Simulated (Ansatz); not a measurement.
# Effort and miss along a sweep of kpoints.mp_grid.grid: ZrBr₃ (P6_3/mcm, 8 atoms in the cell)

Cell: a = 6.9890 Å, b = 6.9890 Å, c = 6.2582 Å, α = 90.00°, β = 90.00°, γ = 120.00°.

Method of the run: LDA (PW92), PAW files made with PBE (plane waves; Ansatz, an electronic-structure program).

Base settings: kpoints.mp_grid.grid = 4 4 4; hamiltonian.xc = lda; hamiltonian.pseudopotentials = {kind: paw} (the program's default PAW files); scf.occupations.method = methfessel_paxton; scf.occupations.width = 0.1 eV.

Misses are taken against the tightest run, 13 13 13, which need not be fully converged itself. The energy is the free energy per atom.

The count of work is k-points × plane waves × bands × iterations; it is no time, and leaves out set-up, grids and terms that scale otherwise. Core times come from one kind of shared machine and are given to one figure; runs under 30 s give none.

The starting cell comes from a database of computed structures (which also holds hypothetical and non-ambient phases and stackings), without a prior relaxation at this level. Its lattice was rescaled by a random factor within 2.5 % of one. In the base run, with a pressure of about -4 GPa the cell is away from its equilibrium volume at this level.

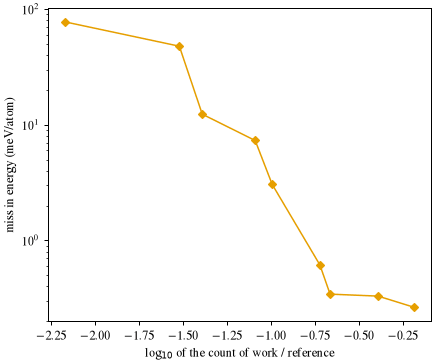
Fig. 1. Miss against the count of work; the reference run is not drawn, and misses under 0.1 meV/atom are drawn there.

| kpoints.mp_grid.grid | energy less reference (meV/atom) | largest difference in the force on any atom (eV/Å) | count of work / reference | core time / reference (rough) |
|---|---|---|---|---|
| 1 1 1 | -77.49 | 0.035 | 0.0068 | – |
| 2 2 2 | 47.83 | 0.041 | 0.030 | – |
| 3 3 3 | -12.35 | 0.011 | 0.041 | – |
| 4 4 4 | 7.31 | 0.015 | 0.082 | – |
| 5 5 5 | -3.04 | 0.012 | 0.10 | – |
| 6 6 6 | 0.61 | 0.015 | 0.19 | – |
| 7 7 7 | -0.34 | 0.011 | 0.22 | – |
| 9 9 9 | 0.33 | 0.006 | 0.41 | 0.4 |
| 11 11 11 | 0.26 | 0.003 | 0.65 | 0.7 |
| 13 13 13 | 0.00 | 0.000 | 1.0 | 1 |

Coarsest setting among those run that, with all tighter ones, holds the energy within 10 meV/atom of the reference: 4 4 4, off by 7.3 meV/atom; it needs 0.082 of the reference's count of work.

Coarsest setting among those run that, with all tighter ones, holds the energy within 2 meV/atom of the reference: 6 6 6, off by 0.61 meV/atom; it needs 0.19 of the reference's count of work.

Smallest miss in the energy for at most 0.05 times the reference's count of work: 3 3 3, with a miss of 12 meV/atom at a count of 0.041.

The step from 3 3 3 to 6 6 6: it takes the miss in the energy from 12 to 0.61 meV/atom, for 4.7 times the count of work.

Keys are those of Ansatz 0.2.
